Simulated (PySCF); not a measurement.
SMILES [S]CC (C2H5S), doublet at its CAM-B3LYP/def2-SVP optimised geometry (Å):

```
8

C     -0.6792    -0.3872    -1.1327
C     -0.0238     0.3867     0.0000
S      1.7770     0.3867     0.0000
H     -0.3829    -1.4459    -1.1083
H     -1.7770    -0.3355    -1.0579
H     -0.3821     0.0195    -2.1102
H     -0.3354     0.0021     0.9868
H     -0.3352     1.4459     0.0000
```

Level of theory: unrestricted CAM-B3LYP/def2-TZVP run with PySCF.

Map of the electrostatic potential (hartree/e), clipped to [-0.08, 0.12] on the plane z = 1.5 Å:

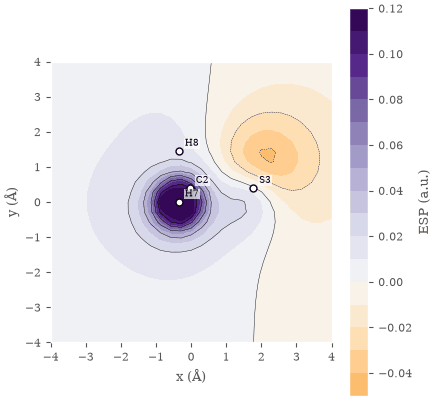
Fig. 1. Electrostatic potential (hartree/e), clipped to [-0.08, 0.12] on the plane z = 1.5 Å.
